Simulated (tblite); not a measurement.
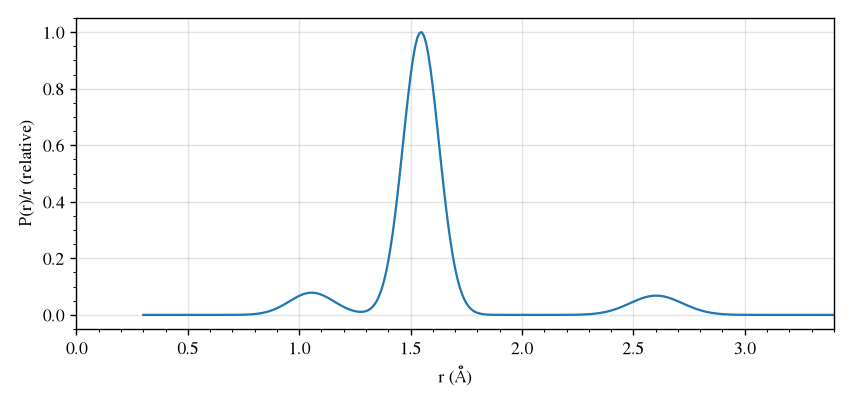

Simulated gas electron diffraction: radial distribution curve of CHP. Each pair of atoms contributes with weight ZᵢZⱼ/r; damping constant 0.002 Å²; vibrational amplitudes assumed, not computed: 0.05 Å for bonds, 0.078 Å for bonds to H, 0.06 + 0.015 r up to 0.15 Å for other pairs. The geometry is the end point of an optimisation (GFN2-xTB geometry optimisation, gas phase (tblite 0.8.0)); it may be a saddle point or a higher isomer.

Q: Read the positions of the first 3 clear peaks and name the main pairs (– for bonds).

A: Peak 1, 1.06 Å: C–H 1.06 Å
Peak 2, 1.55 Å: P–C 1.55 Å
Peak 3, 2.60 Å: P···H 2.60 Å
